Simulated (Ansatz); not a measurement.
## Geometry relaxation, with input and output: C₃H₅AlO (part 2 of 2)

C₃H₅AlO; RKS LDA/6-31G* (Ansatz 0.2.0). It belongs to a series of runs on one base structure; here: end point A relaxed.

Geometry of the input (Å):
```
C  0.2170  -1.2049  2.4638
C  -0.6484  -0.9520  1.5864
O  -1.5992  -0.7090  0.5941
Al -0.9946  0.1882  -0.9483
C  0.8153  0.7763  -1.2001
H  0.8827  -1.3289  3.2094
H  -2.1210  0.4576  -2.0843
H  1.5290  -0.0773  -1.1505
H  1.0820  1.5074  -0.3274
H  0.9203  1.2914  -2.1402
```

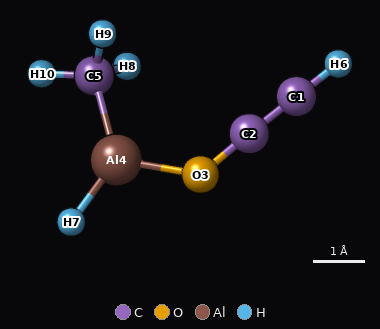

*The geometry at step 12 of the log (ball-and-stick view, seen at a tilt; atoms are numbered from 1 in the order of the input).*

Trajectory as extended XYZ, continued:
```
10
Properties=species:S:1:pos:R:3:forces:R:3 step=5 energy=-11761.33178
C     0.1972   -1.1294    2.3082    0.0275   0.0416   0.0751
C    -0.6127   -0.8791    1.4350   -0.0584  -0.0699  -0.0104
O    -1.4878   -0.6528    0.5104    0.0638   0.0344   0.0042
Al   -1.0285    0.1963   -0.9538   -0.0072   0.0398  -0.1051
C     0.8130    0.7592   -1.1081   -0.0774  -0.0184   0.0087
H     0.8860   -1.3028    3.1145    0.0130  -0.0236  -0.0054
H    -2.2689    0.3542   -1.9427    0.0074  -0.0032   0.0177
H     1.4893   -0.1085   -0.9962    0.0130  -0.0028   0.0012
H     1.0698    1.4594   -0.2916    0.0123   0.0071   0.0061
H     1.0256    1.2525   -2.0728    0.0062  -0.0051   0.0080
10
Properties=species:S:1:pos:R:3:forces:R:3 step=6 energy=-11761.33378
C     0.1751   -1.1385    2.3541   -0.0145  -0.0065  -0.0023
C    -0.6140   -0.9001    1.4579    0.0496   0.0920  -0.0849
O    -1.4515   -0.6398    0.5091   -0.0301  -0.0644   0.0565
Al   -1.0268    0.2019   -0.9679    0.0517   0.0066   0.0474
C     0.8101    0.7705   -1.1269    0.0527   0.0215  -0.0439
H     0.8721   -1.3436    3.1462   -0.0279  -0.0225   0.0116
H    -2.2792    0.3512   -1.9392   -0.0066  -0.0061   0.0069
H     1.4971   -0.0890   -1.0074   -0.0317  -0.0059   0.0019
H     1.0762    1.4853   -0.3249   -0.0404  -0.0108   0.0018
H     1.0239    1.2511   -2.0982   -0.0028  -0.0039   0.0049
10
Properties=species:S:1:pos:R:3:forces:R:3 step=7 energy=-11761.33604
C     0.1755   -1.1414    2.3604    0.0070  -0.0038   0.0119
C    -0.5996   -0.8922    1.4554    0.0050   0.0029  -0.0014
O    -1.4430   -0.6416    0.5105   -0.0122   0.0026  -0.0142
Al   -1.0227    0.2041   -0.9656    0.0051   0.0046  -0.0103
C     0.8118    0.7753   -1.1371    0.0074   0.0011   0.0003
H     0.8525   -1.3644    3.1648   -0.0035  -0.0029   0.0027
H    -2.2816    0.3495   -1.9312    0.0044  -0.0044   0.0153
H     1.4954   -0.0850   -1.0068   -0.0069   0.0047   0.0006
H     1.0682    1.4954   -0.3367   -0.0048  -0.0039  -0.0059
H     1.0265    1.2491   -2.1109   -0.0018  -0.0009   0.0008
10
Properties=species:S:1:pos:R:3:forces:R:3 step=8 energy=-11761.33634
C     0.1644   -1.1532    2.3799   -0.0138  -0.0029  -0.0217
C    -0.5951   -0.8966    1.4632    0.0053  -0.0015   0.0145
O    -1.4281   -0.6386    0.5108    0.0183  -0.0101   0.0252
Al   -1.0147    0.2065   -0.9661   -0.0043   0.0073  -0.0009
C     0.8165    0.7852   -1.1521   -0.0142  -0.0051   0.0044
H     0.8290   -1.3913    3.1907   -0.0084   0.0065  -0.0070
H    -2.2870    0.3437   -1.9143    0.0101   0.0033  -0.0027
H     1.5032   -0.0712   -1.0131    0.0028   0.0078  -0.0021
H     1.0717    1.5176   -0.3627   -0.0019  -0.0049  -0.0089
H     1.0232    1.2468   -2.1333    0.0062  -0.0003  -0.0008
10
Properties=species:S:1:pos:R:3:forces:R:3 step=9 energy=-11761.33644
C     0.1597   -1.1613    2.3904   -0.0145  -0.0040  -0.0247
C    -0.5932   -0.9008    1.4693    0.0049  -0.0010   0.0178
O    -1.4215   -0.6391    0.5142    0.0158  -0.0013   0.0110
Al   -1.0129    0.2081   -0.9629    0.0083  -0.0007  -0.0082
C     0.8163    0.7892   -1.1604   -0.0001  -0.0032   0.0101
H     0.8186   -1.4045    3.2042   -0.0061   0.0076  -0.0066
H    -2.2842    0.3461   -1.9117   -0.0009   0.0012   0.0030
H     1.5080   -0.0619   -1.0152   -0.0012   0.0003   0.0037
H     1.0708    1.5304   -0.3791    0.0021   0.0004  -0.0039
H     1.0214    1.2426   -2.1458   -0.0084   0.0006  -0.0021
10
Properties=species:S:1:pos:R:3:forces:R:3 step=10 energy=-11761.33653
C     0.1583   -1.1663    2.3925   -0.0036  -0.0053  -0.0097
C    -0.5928   -0.9026    1.4712   -0.0044   0.0011   0.0058
O    -1.4197   -0.6387    0.5156    0.0089   0.0004   0.0000
Al   -1.0115    0.2080   -0.9619    0.0083   0.0018   0.0032
C     0.8169    0.7908   -1.1618   -0.0024  -0.0014   0.0056
H     0.8149   -1.4096    3.2078   -0.0019   0.0052  -0.0032
H    -2.2826    0.3484   -1.9103   -0.0025  -0.0011   0.0027
H     1.5108   -0.0574   -1.0105   -0.0007   0.0012  -0.0008
H     1.0713    1.5396   -0.3879   -0.0025   0.0002  -0.0036
H     1.0175    1.2366   -2.1517    0.0008  -0.0021   0.0000
10
Properties=species:S:1:pos:R:3:forces:R:3 step=11 energy=-11761.33663
C     0.1551   -1.1762    2.3954    0.0090  -0.0058   0.0091
C    -0.5932   -0.9068    1.4740   -0.0116   0.0060  -0.0103
O    -1.4167   -0.6381    0.5173    0.0005   0.0011  -0.0084
Al   -1.0087    0.2100   -0.9592    0.0016  -0.0025   0.0100
C     0.8184    0.7940   -1.1648    0.0035   0.0071  -0.0065
H     0.8089   -1.4192    3.2129    0.0035   0.0000   0.0030
H    -2.2820    0.3513   -1.9043   -0.0022   0.0005  -0.0004
H     1.5161   -0.0482   -0.9984   -0.0046   0.0051   0.0019
H     1.0695    1.5599   -0.4063   -0.0037  -0.0072  -0.0078
H     1.0157    1.2220   -2.1636    0.0042  -0.0043   0.0095
10
Properties=species:S:1:pos:R:3:forces:R:3 step=12 energy=-11761.33672
C     0.1525   -1.1901    2.3982    0.0136  -0.0021   0.0180
C    -0.5926   -0.9119    1.4769   -0.0098   0.0050  -0.0145
O    -1.4125   -0.6365    0.5195   -0.0072   0.0011  -0.0162
Al   -1.0061    0.2125   -0.9565   -0.0070   0.0030   0.0123
C     0.8192    0.7987   -1.1690    0.0275   0.0210  -0.0102
H     0.8027   -1.4343    3.2180    0.0072  -0.0044   0.0062
H    -2.2827    0.3570   -1.8966   -0.0014  -0.0002  -0.0021
H     1.5203   -0.0348   -0.9728   -0.0133   0.0197  -0.0037
H     1.0637    1.5907   -0.4342   -0.0122  -0.0265  -0.0245
H     1.0185    1.1975   -2.1805    0.0026  -0.0164   0.0348
10
Properties=species:S:1:pos:R:3:forces:R:3 step=13 energy=-11761.33685
C     0.1539   -1.1943    2.3960    0.0068   0.0021   0.0099
C    -0.5914   -0.9136    1.4755   -0.0037   0.0016  -0.0090
O    -1.4114   -0.6363    0.5187   -0.0084   0.0006  -0.0083
Al   -1.0075    0.2162   -0.9557   -0.0020  -0.0062   0.0077
C     0.8188    0.7994   -1.1684    0.0384   0.0279  -0.0093
H     0.8042   -1.4392    3.2156    0.0053  -0.0045   0.0036
H    -2.2851    0.3607   -1.8947   -0.0004   0.0029  -0.0007
H     1.5198   -0.0300   -0.9534   -0.0239   0.0264  -0.0046
H     1.0576    1.6044   -0.4454   -0.0117  -0.0338  -0.0344
H     1.0242    1.1815   -2.1854   -0.0004  -0.0170   0.0450
10
Properties=species:S:1:pos:R:3:forces:R:3 step=14 energy=-11761.33696
C     0.1597   -1.2037    2.3877   -0.0131   0.0123  -0.0151
C    -0.5891   -0.9163    1.4714    0.0163  -0.0097   0.0120
O    -1.4121   -0.6335    0.5186   -0.0052  -0.0071   0.0066
Al   -1.0112    0.2196   -0.9559    0.0030   0.0125  -0.0031
C     0.8162    0.8008   -1.1658    0.1011   0.0247  -0.0051
H     0.8130   -1.4526    3.2040   -0.0021  -0.0020  -0.0048
H    -2.2909    0.3736   -1.8907    0.0008  -0.0020   0.0016
H     1.5148   -0.0171   -0.8953   -0.0603   0.0775  -0.0184
H     1.0375    1.6413   -0.4753   -0.0180  -0.0760  -0.0691
H     1.0451    1.1366   -2.1958   -0.0224  -0.0303   0.0955
10
Properties=species:S:1:pos:R:3:forces:R:3 step=15 energy=-11761.33742
C     0.1607   -1.2064    2.3845    0.0032   0.0054   0.0036
C    -0.5889   -0.9188    1.4694    0.0006  -0.0035  -0.0034
O    -1.4130   -0.6353    0.5178   -0.0090  -0.0001   0.0028
Al   -1.0126    0.2254   -0.9527    0.0090  -0.0121  -0.0040
C     0.8163    0.8014   -1.1635    0.0729   0.0315   0.0025
H     0.8148   -1.4563    3.1998    0.0004  -0.0028  -0.0020
H    -2.2911    0.3757   -1.8897   -0.0006   0.0061   0.0027
H     1.5141   -0.0104   -0.8768   -0.0499   0.0500  -0.0168
H     1.0363    1.6533   -0.4883   -0.0161  -0.0527  -0.0507
H     1.0466    1.1201   -2.1976   -0.0104  -0.0216   0.0653
10
Properties=species:S:1:pos:R:3:forces:R:3 step=16 energy=-11761.33836
C     0.1651   -1.2163    2.3745    0.0246  -0.0056   0.0257
C    -0.5893   -0.9221    1.4659   -0.0209   0.0062  -0.0188
O    -1.4186   -0.6300    0.5215   -0.0045  -0.0018  -0.0146
Al   -1.0130    0.2283   -0.9497   -0.0043   0.0061   0.0113
C     0.8161    0.8042   -1.1579    0.0300   0.0202   0.0047
H     0.8235   -1.4747    3.1834    0.0045  -0.0032   0.0037
H    -2.2910    0.3862   -1.8857   -0.0021   0.0026  -0.0020
H     1.5096    0.0126   -0.8150   -0.0175   0.0270  -0.0107
H     1.0212    1.6944   -0.5304   -0.0160  -0.0383  -0.0284
H     1.0595    1.0664   -2.2036    0.0063  -0.0132   0.0292
10
Properties=species:S:1:pos:R:3:forces:R:3 step=17 energy=-11761.32895 accepted=F
C     0.1802   -1.2431    2.3449    0.0320  -0.0151   0.0215
C    -0.5883   -0.9378    1.4517   -0.0379   0.0120  -0.0136
O    -1.4315   -0.6293    0.5241    0.0264   0.0058  -0.0200
Al   -1.0195    0.2476   -0.9365   -0.0213  -0.0052   0.0005
C     0.8137    0.8110   -1.1420    0.3573   0.1458  -0.0031
H     0.8505   -1.5203    3.1379   -0.0005   0.0019   0.0005
H    -2.2947    0.4256   -1.8728   -0.0083   0.0055   0.0017
H     1.4928    0.0811   -0.6300   -0.2447   0.3390  -0.2205
H     0.9738    1.8112   -0.6556   -0.0308  -0.4616  -0.2394
H     1.1062    0.9026   -2.2188   -0.0722  -0.0283   0.4723
10
Properties=species:S:1:pos:R:3:forces:R:3 step=18 energy=-11761.33706 accepted=F
C     0.1690   -1.2168    2.3768   -0.0915   0.0372  -0.1057
C    -0.5884   -0.9248    1.4678   -0.0772   0.0243  -0.1285
O    -1.4188   -0.6363    0.5161    0.1549  -0.0537   0.2110
Al   -1.0209    0.2320   -0.9513    0.1514   0.0122  -0.0058
C     0.8192    0.8036   -1.1598   -0.1344  -0.0265   0.0224
H     0.8286   -1.4758    3.1849   -0.0015   0.0012   0.0023
H    -2.2982    0.3959   -1.8870   -0.0089   0.0034   0.0059
H     1.5082    0.0157   -0.8028   -0.0070   0.0097   0.0021
H     1.0122    1.6984   -0.5374    0.0138  -0.0026  -0.0110
H     1.0721    1.0571   -2.2044    0.0003  -0.0052   0.0073
10
Properties=species:S:1:pos:R:3:forces:R:3 step=19 energy=-11761.33858
C     0.1661   -1.2166    2.3738    0.0064   0.0009   0.0046
C    -0.5891   -0.9233    1.4651   -0.0028  -0.0021  -0.0015
O    -1.4185   -0.6321    0.5202    0.0006  -0.0006  -0.0036
Al   -1.0138    0.2298   -0.9491   -0.0007   0.0008  -0.0010
C     0.8159    0.8041   -1.1579   -0.0078  -0.0068  -0.0036
H     0.8250   -1.4752    3.1826   -0.0011  -0.0005  -0.0023
H    -2.2920    0.3897   -1.8847   -0.0017   0.0031   0.0011
H     1.5081    0.0158   -0.8089    0.0044  -0.0044   0.0075
H     1.0175    1.6962   -0.5354   -0.0008   0.0117   0.0042
H     1.0640    1.0602   -2.2028    0.0035  -0.0021  -0.0056
```

Summary:

| quantity | value |
| --- | --- |
| outcome | converged |
| total energy | −11761.3386 eV |
| mean-field energy | −11761.3386 eV |
| largest force (length of the vector) at the end | 0.012 eV/Å |
| hardware | 2 threads of Intel Xeon (Sapphire Rapids), 16 GiB of memory available, shared host |
| wall time | 14 s (CPU time 25 s) |
| peak memory | 0.14 GiB |
